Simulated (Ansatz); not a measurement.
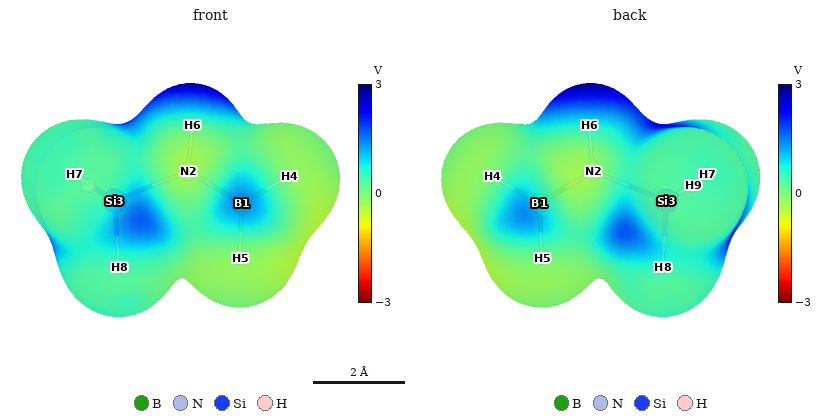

Figure. BH$_{6}$NSi (SMILES BN[SiH3]). The electrostatic potential painted on the density surface at 0.004 e/bohr³, seen from the front and from behind; the colour scale runs from red (negative) to blue (positive).

Geometry: r2SCAN-D4/def2-SVP.

The calculation used isolated molecule in a Gaussian basis; Kohn-Sham density functional theory, functional PBE0 in Ansatz 0.2.0.

| atom | x (Å) | y (Å) | z (Å) |
| --- | --- | --- | --- |
| B | -0.3246 | -0.1478 | 0.0618 |
| N | -1.2984 | -1.0710 | -0.3570 |
| Si | -1.4340 | -1.8326 | -1.9407 |
| H | -0.3650 | 0.2891 | 1.1894 |
| H | 0.5371 | 0.1923 | -0.7165 |
| H | -2.0044 | -1.3285 | 0.3316 |
| H | -1.3541 | -3.3189 | -1.8121 |
| H | -0.3199 | -1.3258 | -2.7834 |
| H | -2.7502 | -1.5029 | -2.5659 |

### Describe the electrostatic potential map.

The most negative region (about −0.5 V) lies over H4 and H5, the most positive (about +2.8 V) over H6.

### What dipole moment does the calculation give?

Its dipole moment is 1.39 D.
